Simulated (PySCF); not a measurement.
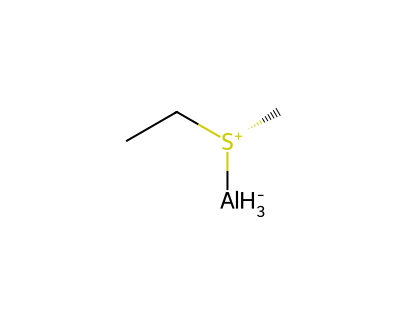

Give its SMILES.

Answer. CC[S@+](C)[AlH3-]

Give the formula, hydrogens included.

Answer. C3H11AlS.

An optimisation with GFN2-xTB gave a structure of which point group?

Answer. C1.

The parts below concern this one geometry. Atoms keep their numbers from picture to picture. The computed structure is the end point of a GFN2-xTB optimisation. No frequency run is at hand to confirm it as a minimum.

**Geometry**

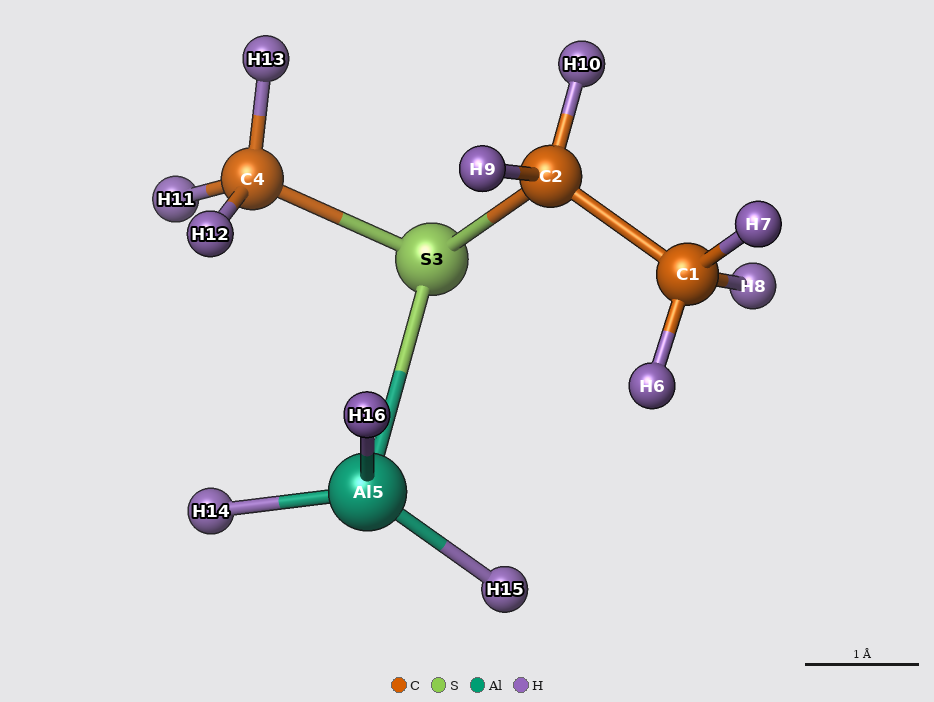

Numbered structure. No frequency run is at hand to confirm it as a minimum.

Estimate the angles C1–C2–S3, C1–C2–H10, C2–C1–H6, C2–C1–H7, C2–C1–H8, C2–S3–Al5, S3–C2–H9, S3–C2–H10, S3–C4–H13, S3–Al5–H15, S3–Al5–H16, C4–S3–Al5.

```json
{"angle": "C1–C2–S3", "degrees": "110.1"}
{"angle": "C1–C2–H10", "degrees": "111.8"}
{"angle": "C2–C1–H6", "degrees": "109.7"}
{"angle": "C2–C1–H7", "degrees": "109.9"}
{"angle": "C2–C1–H8", "degrees": "110.7"}
{"angle": "C2–S3–Al5", "degrees": "97.0"}
{"angle": "S3–C2–H9", "degrees": "107.1"}
{"angle": "S3–C2–H10", "degrees": "107.1"}
{"angle": "S3–C4–H13", "degrees": "109.1"}
{"angle": "S3–Al5–H15", "degrees": "98.2"}
{"angle": "S3–Al5–H16", "degrees": "94.5"}
{"angle": "C4–S3–Al5", "degrees": "90.1"}
```

**NMR shielding**

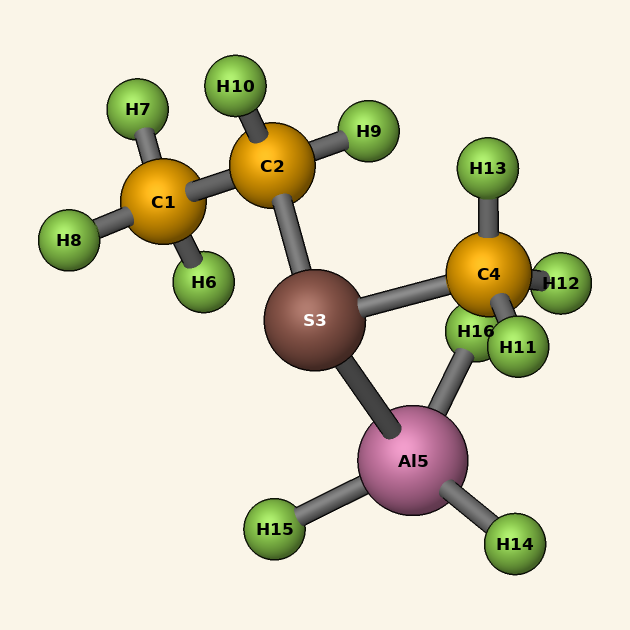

No frequency run is at hand to confirm it as a minimum. Level of theory: GIAO PBE0/pcSseg-1 NMR shielding, non-relativistic, gas phase (PySCF 2.14.0). Principal shieldings σ11 ≤ σ22 ≤ σ33, span Ω = σ33 − σ11, skew κ = 3(σiso − σ22)/Ω.

Give the shielding tensors of the S atoms.

```json
{"atom": "S3", "σ11": "432.5", "σ22": "554.3", "σ33": "787.9", "σiso": "591.6", "Ω": "355.3", "κ": "0.31"}
```

Shieldings and span in ppm.

**Polarisability**

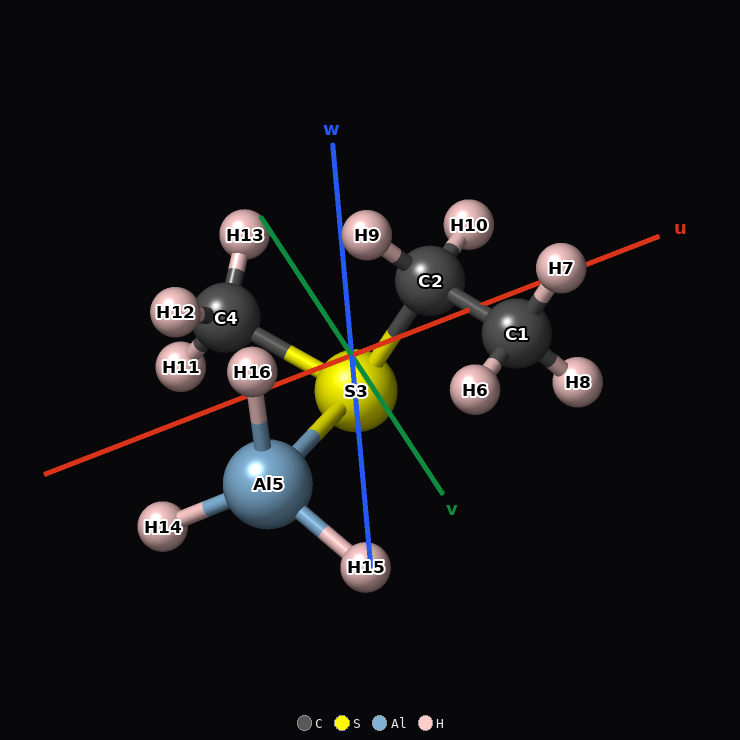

The lines u, v and w are the principal axes of the static dipole polarisability. No frequency run is at hand to confirm it as a minimum. Method: PBE0/def2-SVPD (PySCF 2.14.0).

Along which axis is the molecule most polarisable, and along which least?

Answer. Most along u, least along v.

Give the three principal values.

Answer. u 100.3, v 78.8, w 93.8 bohr³; mean 91.0, anisotropy 19.1 bohr³.

**Excitation**

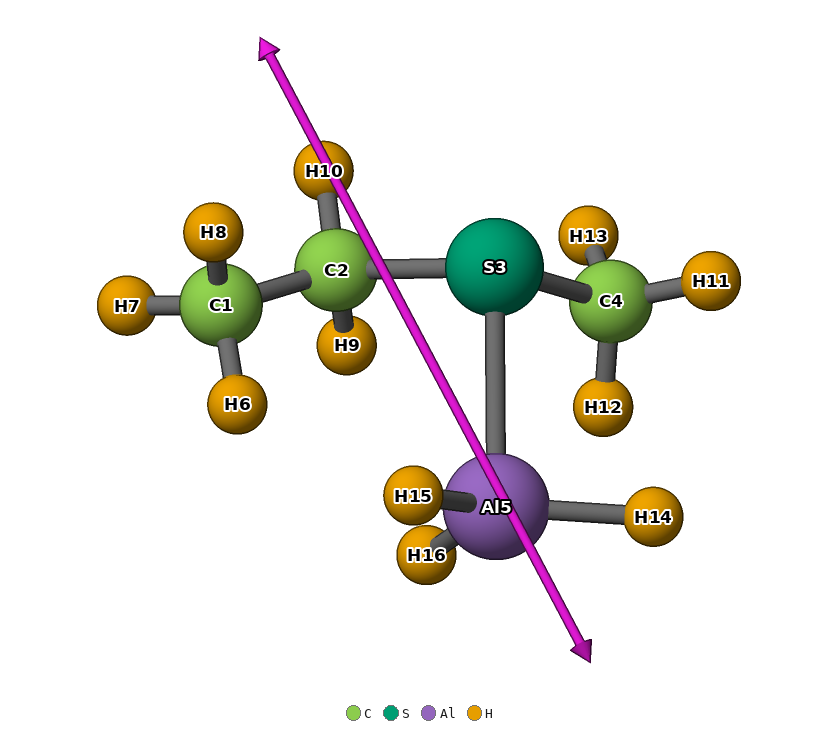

The double arrow shows the direction of the transition dipole to excited singlet state 5 (its length means nothing). No frequency run is at hand to confirm it as a minimum. Properties computed with TDDFT PBE0/def2-SVPD, vertical, gas phase, core orbitals frozen in the response (PySCF 2.14.0).

Where does the transition lie, and how strong is it?

Answer. 6.70 eV (185 nm), oscillator strength 0.018, mainly HOMO−1 → LUMO (weight 0.52); transition dipole 0.84 D.

The geometry is semi-empirical. Around Al such bond lengths and angles can be off by a tenth of an ångström or more and by several degrees, and values that hang on the shape move with them.
